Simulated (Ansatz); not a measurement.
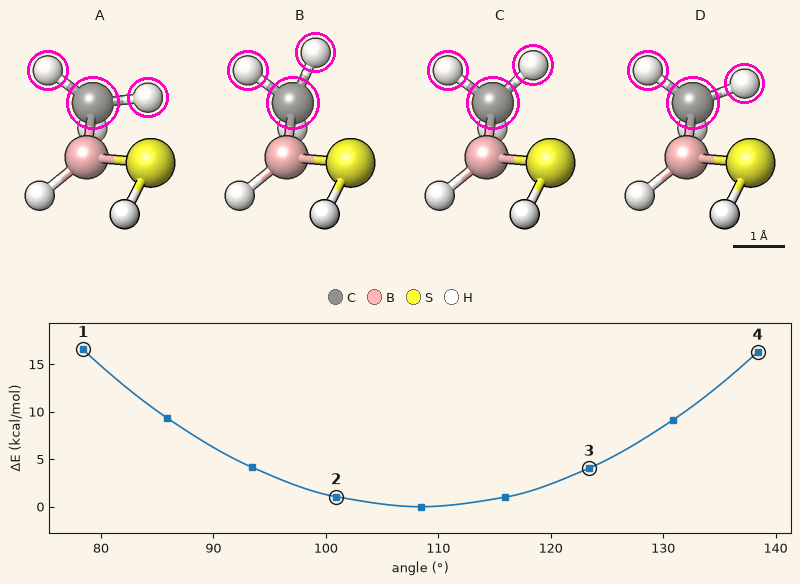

Energy scan for CH5BS, in which one H–C–H angle is varied, with the rest of the molecule carried along rigidly. The frames are shuffled; the numbered points of the plot belong to them. A ball-and-stick model, seen onto the plane of the angle. The ringed atoms are those of the scanned coordinate.

Level of theory: CCSD(T) (def2-TZVPP, Ansatz), on geometries moved rigidly from the minimum at PBE0-D4/def2-TZVP. Coupled cluster with a frozen core. Energies are counted from the PBE0-D4/def2-TZVP minimum geometry at the same level.

### Match the frames to the points.

Point 1 is frame B (the angle 78.4°, 16.6 kcal/mol); 2 is frame C (the angle 100.9°, 1.1 kcal/mol); 3 is frame D (the angle 123.4°, 4.1 kcal/mol); 4 is frame A (the angle 138.4°, 16.3 kcal/mol). The lowest computed point lies at the angle 108.4° (0.0 kcal/mol). The curvature at the lowest point is about 5.2 eV/rad².
